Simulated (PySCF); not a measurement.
**NEVPT2(8,8)/6-31G(d) (spherical functions) run of B3H5O2 (SMILES BOBOB)**

What is the vertical ionisation energy of B3H5O2 at NEVPT2(8,8)/6-31G* (spherical functions)? Input form: a Python script.

Program for the calculation: PySCF 2.14.0.

1 further run of the same task is left out (set aside as unsound or not needed).

### 1 The structure to begin with

The species is B3H5O2 (10 atoms), meant as a singlet with charge 0. As SMILES, `BOBOB`. The shape is that of a GFN2-xTB optimisation. This is one conformer, not always the lowest.

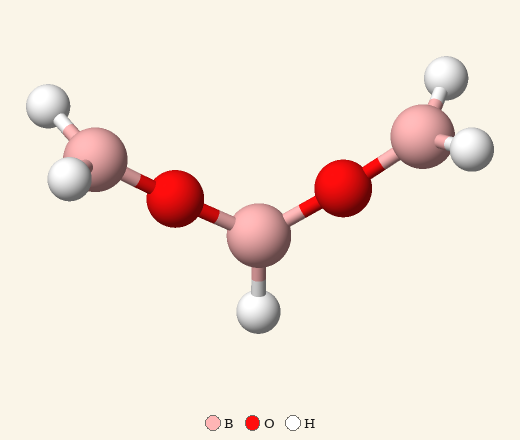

Viewed from a chosen angle; boron pink, oxygen red, hydrogen white.

### 2 The energy at NEVPT2(8,8)/6-31G(d) (spherical functions)

The input, input.xyz:

```xyz
10

B     -1.885180    -0.094500     1.287300
O     -0.902370    -0.537020     0.560800
B      0.146820    -0.920680    -0.149210
O      0.974750    -0.029360    -0.670390
B      1.756370     0.885380    -1.161620
H     -1.733100     0.058690     2.449420
H     -2.929150     0.130770     0.781440
H      0.343770    -2.073630    -0.324280
H      2.686820     1.257600    -0.535130
H      1.541280     1.322750    -2.238340
```

The input, calc.py:

```python
import numpy
from pyscf import gto, scf, mp, mcscf, mrpt

molecule = gto.Mole()
molecule.atom = 'input.xyz'
molecule.max_memory = 1860
molecule.spin = 0
molecule.charge = 0
molecule.basis = '6-31g*'
molecule.verbose = 4
molecule.build()

myscf = scf.RHF(molecule)
myscf.conv_tol = 1e-10
myscf.kernel()
if not myscf.converged:
    myscf = myscf.newton().run(myscf.mo_coeff, myscf.mo_occ)

pt = mp.MP2(scf.addons.convert_to_uhf(myscf)).run()
noons, natorbs = mcscf.addons.make_natural_orbitals(pt)
print('natural occupations', numpy.round(noons[:40], 4))
cas = mcscf.CASSCF(myscf, 8, 8)
cas.fix_spin_(ss=0.0)
cas.natorb = True
cas.kernel(natorbs)
e_pt2 = mrpt.NEVPT(cas).kernel()
etot = cas.e_tot + e_pt2
print('E(%s) = %.9f' % ('NEVPT2', etot))
```

The run is started by

```
OMP_NUM_THREADS=1 python calc.py
```

What it wrote:

```text
PySCF version 2.14.0

[... 64 lines left out ...]
converged SCF energy = -226.843788571742
[... 34 lines left out ...]
sorting_mo_energy = False
[... 54 lines left out ...]
1-step CASSCF converged in  20 macro (338 JK  65 micro) steps
[... 3 lines left out ...]
Natural orbital (expansion on meta-Lowdin AOs) in CAS space
[... 27 lines left out ...]
CASSCF energy = -226.934313393918
[... 5 lines left out ...]
Natural occ [1.98401319 1.98071753 1.97884002 1.97833418 0.02405057 0.02063805
 0.01988663 0.01351984]
Natural orbital (expansion on meta-Lowdin AOs) in CAS space
               #1        #2        #3        #4        #5
0 B 1s          -0.00087   0.00013  -0.00038  -0.00078   0.00041
0 B 2s           0.01357  -0.00385   0.00341   0.01278  -0.03068
0 B 3s          -0.00252   0.00003  -0.00069  -0.00238  -0.00027
[... 76 lines of this table left out ...]
9 H 2s           0.00793   0.00244   0.00008  -0.01075  -0.02394
               #6        #7        #8
0 B 1s           0.00014  -0.00036  -0.00062
0 B 2s           0.00619   0.00436   0.04595
0 B 3s           0.01069  -0.00520   0.00018
[... 76 lines of this table left out ...]
9 H 2s           0.00415  -0.00090  -0.04219
<CAS-nat-orb|mo-hf>  15     11       0.85749175
<CAS-nat-orb|mo-hf>  15     17      -0.47895237
<CAS-nat-orb|mo-hf>  16     10      -0.72544947
<CAS-nat-orb|mo-hf>  16     16      -0.64603591
<CAS-nat-orb|mo-hf>  17     15      -0.98010063
<CAS-nat-orb|mo-hf>  18     14       0.72226683
<CAS-nat-orb|mo-hf>  18     18      -0.64720153
<CAS-nat-orb|mo-hf>  19     21      -0.65185462
<CAS-nat-orb|mo-hf>  19     48       0.44376981
<CAS-nat-orb|mo-hf>  20     19      -0.56338772
<CAS-nat-orb|mo-hf>  20     51       0.58715523
<CAS-nat-orb|mo-hf>  21     20      -0.62383987
<CAS-nat-orb|mo-hf>  21     49      -0.57289779
<CAS-nat-orb|mo-hf>  22     29      -0.49485235
<CAS-nat-orb|mo-hf>  22     50       0.73926559
Sr    (-1)',   E = -0.00414850032647
Si    (+1)',   E = -0.00097204485418
Sijrs (0)  ,   E = -0.19831037349755
Sijr  (+1) ,   E = -0.01135327939056
Srsi  (-1) ,   E = -0.09180300888461
Srs   (-2) ,   E = -0.04683188512580
Sij   (+2) ,   E = -0.00154456505704
Sir   (0)' ,   E = -0.10646227614515
Nevpt2 Energy = -0.461425933281348
E(NEVPT2) = -227.395739327
```

Run time: 56 s. Hardware: 1 thread of Intel Xeon at 2.50GHz (Skylake/Cascade Lake), shared host; peak memory 0.26 GiB.

### 3 The doublet cation at the same level

The input, run.py:

```python
import numpy
from pyscf import gto, scf, mp, mcscf, mrpt

system = gto.Mole()
system.atom = '''
B     -1.885180    -0.094500     1.287300
O     -0.902370    -0.537020     0.560800
B      0.146820    -0.920680    -0.149210
O      0.974750    -0.029360    -0.670390
B      1.756370     0.885380    -1.161620
H     -1.733100     0.058690     2.449420
H     -2.929150     0.130770     0.781440
H      0.343770    -2.073630    -0.324280
H      2.686820     1.257600    -0.535130
H      1.541280     1.322750    -2.238340
'''
system.basis = '6-31g*'
system.charge = 1
system.verbose = 4
system.max_memory = 1860
system.spin = 1
system.build()

mf = scf.ROHF(system)
mf.conv_tol = 1e-10
mf.kernel()
if not mf.converged:
    mf = mf.newton().run(mf.mo_coeff, mf.mo_occ)

pt = mp.MP2(scf.addons.convert_to_uhf(mf)).run()
noons, natorbs = mcscf.addons.make_natural_orbitals(pt)
print('natural occupations', numpy.round(noons[:40], 4))
cas = mcscf.CASSCF(mf, 8, 7)
cas.fix_spin_(ss=0.75)
cas.natorb = True
cas.kernel(natorbs)
e_pt2 = mrpt.NEVPT(cas).kernel()
e_final = cas.e_tot + e_pt2
print('E(%s) = %.9f' % ('NEVPT2', e_final))
```

The run is started by

```
OMP_NUM_THREADS=1 python run.py
```

What it wrote:

```text
PySCF version 2.14.0

[... 76 lines left out ...]
converged SCF energy = -226.433551891935
[... 34 lines left out ...]
sorting_mo_energy = False
[... 62 lines left out ...]
1-step CASSCF converged in  24 macro (430 JK  84 micro) steps
[... 3 lines left out ...]
Natural orbital (expansion on meta-Lowdin AOs) in CAS space
[... 26 lines left out ...]
CASSCF energy = -226.521452584902
[... 7 lines left out ...]
Natural orbital (expansion on meta-Lowdin AOs) in CAS space
[... 34 lines left out ...]
Nevpt2 Energy = -0.469060033319848
E(NEVPT2) = -226.990512618
```

Run time: 64 s. Hardware: 1 thread of Intel Xeon at 2.50GHz (Skylake/Cascade Lake), shared host; peak memory 0.25 GiB.

### 4 What came out

Level: NEVPT2(8,8)/6-31G* (spherical functions).

| quantity | value |
| --- | --- |
| singlet B3H5O2: total energy | -227.39574 Eh |
| singlet B3H5O2: dipole moment (Hartree–Fock density) | 0.21 D |
| singlet B3H5O2: HOMO energy (Hartree–Fock orbitals) | -11.69 eV |
| singlet B3H5O2: LUMO energy (Hartree–Fock orbitals) | 3.63 eV |
| singlet B3H5O2: HOMO–LUMO gap (Hartree–Fock orbitals) | 15.32 eV |
| doublet cation: total energy | -226.99051 Eh |
| vertical ionisation energy (to the doublet cation) | 11.027 eV |

In words: Removing an electron at fixed nuclei costs 11.03 eV (1064 kJ/mol). Mulliken charges (doublet cation) of the mean-field density run from -0.27 on O2 to +0.54 on B3; they depend strongly on the basis.
